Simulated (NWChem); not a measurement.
**the pair BSiH5···GeH2S: a chain of runs**

Aim: a single-point energy (singlet BGeSiH7S, MP2/def2-SVP), then a single-point energy (singlet BSiH5, MP2/def2-SVP), then a single-point energy (singlet GeH2S, MP2/def2-SVP), then a single-point energy (singlet BSiH5, MP2/def2-SVP), then the energy (singlet GeH2S, MP2/def2-SVP) of BGeH7SSi and its partners. 

Program for the calculation: NWChem 7.3.0.

**1. The system as given**

BGeSiH7S has 11 atoms, charge 0, and is taken as a singlet. The two molecules were placed rigidly side by side, at 1.3 times their contact distance; the pair isn't optimised.

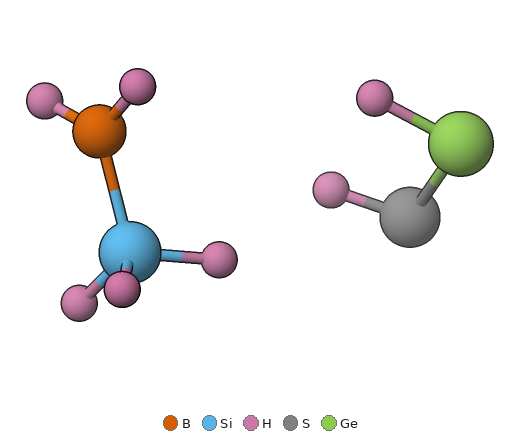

The structure, seen from a chosen angle (boron orange, silicon blue, hydrogen pink, sulfur grey, germanium green).

**2. A single-point energy at MP2/def2-SVP (run 1)**

Input file bgeh7ssi.nw:

```
start bgeh7ssi
memory total 2200 mb
geometry units angstrom noautosym nocenter noautoz
  B    -0.051940   -1.179300    0.210840
  Si    0.080360    0.795000   -0.141960
  H    -1.134740   -1.680900    0.296640
  H     0.897660   -1.892800    0.341940
  H    -0.624740    1.103100   -1.420660
  H    -0.632340    1.526400    0.946140
  H     1.465760    1.328500   -0.232960
  S    -1.331980    0.665040   -5.247790
  Ge   -3.313790   -0.127220   -4.617910
  H    -0.532100    0.016760   -4.386750
  H    -2.696850   -1.046760   -3.470610
end
basis "ao basis" spherical bse
  * library def2-SVP
end
scf
  thresh 1e-08
  maxiter 80
  print low
end
mp2
  freeze core 20
  tight
end
task mp2
```

Run with:

```sh
nwchem bgeh7ssi.nw > bgeh7ssi.out
```

The log of the run:

```text
[...]
  functions       =   117
[...]
  wavefunction    = RHF
[...]
         Total SCF energy =  -2790.041618832238
      One-electron energy =  -4498.426443485944
      Two-electron energy =   1399.542010538282
 Nuclear repulsion energy =    308.842814115425
        Time for solution =     23.3s
[...]
          Total MP2 energy         -2790.575596011943
[...]
```

Wall time 30 s (1 thread of AMD EPYC 7B13 (Zen 3), shared host); peak memory 0.43 GiB.

**3. BSiH5: the energy at MP2/def2-SVP (run 2)**

Input file test.nw:

```
START test
TITLE "BH5Si mp2"
memory total 2200 mb
charge 0

GEOMETRY units angstroms noautosym nocenter noautoz
  B       -0.051940      -1.179300       0.210840
  Si       0.080360       0.795000      -0.141960
  H       -1.134740      -1.680900       0.296640
  H        0.897660      -1.892800       0.341940
  H       -0.624740       1.103100      -1.420660
  H       -0.632340       1.526400       0.946140
  H        1.465760       1.328500      -0.232960
END

BASIS spherical bse
  * library def2-SVP
END

SCF
  thresh 1e-08
  maxiter 80
  print low
END

MP2
  freeze core 6
  tight
END

TASK mp2 energy
```

Run with:

```sh
nwchem test.nw > test.out
```

The log of the run:

```text
[...]
  functions       =    57
[...]
  wavefunction    = RHF
[...]
         Total SCF energy =   -316.369695224112
      One-electron energy =   -531.005865367743
      Two-electron energy =    167.071717761702
 Nuclear repulsion energy =     47.564452381929
        Time for solution =      2.3s
[...]
          Total MP2 energy          -316.558689313784
[...]
```

Run time: 3.6 s. Hardware: 1 thread of AMD EPYC 7B13 (Zen 3), shared host; peak memory 0.11 GiB.

**4. GeH2S: the energy at MP2/def2-SVP (run 3)**

Input file calc.nw:

```
start calc
memory 2200 mb
charge 0
geometry units bohr noautosym nocenter noautoz
  S     -2.51707740     1.25674346    -9.91688586
  Ge    -6.26215553    -0.24041096    -8.72658517
  H     -1.00552327     0.03167181    -8.28975608
  H     -5.09630790    -1.97808972    -6.55850239
end
basis spherical bse
  * library def2-SVP
end
scf
  thresh 1e-08
  maxiter 80
  noprint "final vectors analysis"
end
mp2
  freeze core 14
  tight
end
task mp2
```

Run with:

```sh
nwchem calc.nw > calc.out
```

The log of the run:

```text
[...]
  functions       =    60
[...]
  wavefunction    = RHF
[...]
         Total SCF energy =  -2473.671877490925
      One-electron energy =  -3740.846245375629
      Two-electron energy =   1119.226506465081
 Nuclear repulsion energy =    147.947861419623
        Time for solution =      8.1s
[...]
          Total MP2 energy         -2474.015868203798
[...]
```

It took 10 s on 1 thread of AMD EPYC 7B13 (Zen 3), shared host; peak memory 0.12 GiB.

**5. BSiH5 among ghost functions: a single-point energy at MP2/def2-SVP (with ghost functions) (run 4)**

Input file calc.nw:

```
start calc
title "BH5Si"
memory stack 880 mb heap 220 mb global 1100 mb
geometry units angstroms noautosym nocenter noautoz
   B       -0.051940      -1.179300       0.210840
   Si       0.080360       0.795000      -0.141960
   H       -1.134740      -1.680900       0.296640
   H        0.897660      -1.892800       0.341940
   H       -0.624740       1.103100      -1.420660
   H       -0.632340       1.526400       0.946140
   H        1.465760       1.328500      -0.232960
   bqS     -1.331980     0.665040    -5.247790
   bqGe    -3.313790    -0.127220    -4.617910
   bqH     -0.532100     0.016760    -4.386750
   bqH     -2.696850    -1.046760    -3.470610
end
basis spherical bse
   B library def2-SVP
   Si library def2-SVP
   H library def2-SVP
   bqS library S def2-SVP
   bqGe library Ge def2-SVP
   bqH library H def2-SVP
end
scf
   thresh 1e-08
   maxiter 80
   print low
end
mp2
   freeze core 6
   tight
end
task mp2 energy
```

Run with:

```sh
nwchem calc.nw > calc.out
```

The log of the run:

```text
[...]
  functions       =   117
[...]
  wavefunction    = RHF
[...]
         Total SCF energy =   -316.369728257905
      One-electron energy =   -531.004507308982
      Two-electron energy =    167.070326669148
 Nuclear repulsion energy =     47.564452381929
        Time for solution =     13.8s
[...]
          Total MP2 energy          -316.558769902683
[...]
```

Wall time 19 s (1 thread of AMD EPYC 7B13 (Zen 3), shared host); peak memory 0.25 GiB.

**6. GeH2S among ghost functions: a single-point energy at MP2/def2-SVP (with ghost functions) (run 5)**

Input file run.nw:

```
start run
title "GeH2S"
memory stack 880 mb heap 220 mb global 1100 mb

geometry noautosym nocenter noautoz
S     -1.331980     0.665040    -5.247790
Ge    -3.313790    -0.127220    -4.617910
H     -0.532100     0.016760    -4.386750
H     -2.696850    -1.046760    -3.470610
bqB     -0.051940    -1.179300     0.210840
bqSi     0.080360     0.795000    -0.141960
bqH     -1.134740    -1.680900     0.296640
bqH      0.897660    -1.892800     0.341940
bqH     -0.624740     1.103100    -1.420660
bqH     -0.632340     1.526400     0.946140
bqH      1.465760     1.328500    -0.232960
end

basis spherical bse
S library def2-SVP
Ge library def2-SVP
H library def2-SVP
bqB library B def2-SVP
bqSi library Si def2-SVP
bqH library H def2-SVP
end

scf
thresh 1e-08
maxiter 80
print low
end

mp2
freeze core 14
tight
end

task mp2
```

Run with:

```sh
nwchem run.nw > run.out
```

The log of the run:

```text
[...]
  functions       =   117
[...]
  wavefunction    = RHF
[...]
         Total SCF energy =  -2473.672246730779
      One-electron energy =  -3740.828170395858
      Two-electron energy =   1119.208051657396
 Nuclear repulsion energy =    147.947872007682
        Time for solution =     20.8s
[...]
          Total MP2 energy         -2474.016433762109
[...]
```

Run time: 27 s. Hardware: 1 thread of AMD EPYC 7B13 (Zen 3), shared host; peak memory 0.34 GiB.

**7. Summary of results**

| quantity | value |
| --- | --- |
| run 1, MP2/def2-SVP: total energy | -2790.57560 Eh |
| run 1, MP2/def2-SVP: correlation energy (20 core orbitals frozen) | -534.0 mEh |
| BSiH5: total energy | -316.55869 Eh |
| BSiH5: correlation energy (6 core orbitals frozen) | -189.0 mEh |
| GeH2S: total energy | -2474.01587 Eh |
| GeH2S: correlation energy (14 core orbitals frozen) | -344.0 mEh |
| BSiH5 among ghost functions: total energy | -316.55877 Eh |
| BSiH5 among ghost functions: correlation energy (6 core orbitals frozen) | -189.0 mEh |
| GeH2S among ghost functions: total energy | -2474.01643 Eh |
| GeH2S among ghost functions: correlation energy (14 core orbitals frozen) | -344.2 mEh |
| interaction energy of the rigid parts BSiH5 and GeH2S (parts in their own basis; closest atoms 3.16 Å apart) | -0.028 eV |
| interaction energy of the rigid parts BSiH5 and GeH2S (parts in the whole basis, counterpoise; closest atoms 3.16 Å apart) | -0.011 eV |

What this shows: The interaction energy of the rigid parts BSiH5 and GeH2S (parts in their own basis; closest atoms 3.16 Å apart) is −0.03 eV (−2.7 kJ/mol): the parts attract. Without counterpoise this holds the superposition error of the basis. The interaction energy of the rigid parts BSiH5 and GeH2S (parts in the whole basis, counterpoise; closest atoms 3.16 Å apart) is −0.01 eV (−1.0 kJ/mol). The basis-set superposition error is 1.7 kJ/mol. Mulliken charges (GeH2S) run from -0.30 on S1 to +0.37 on Ge2; they depend strongly on the basis.
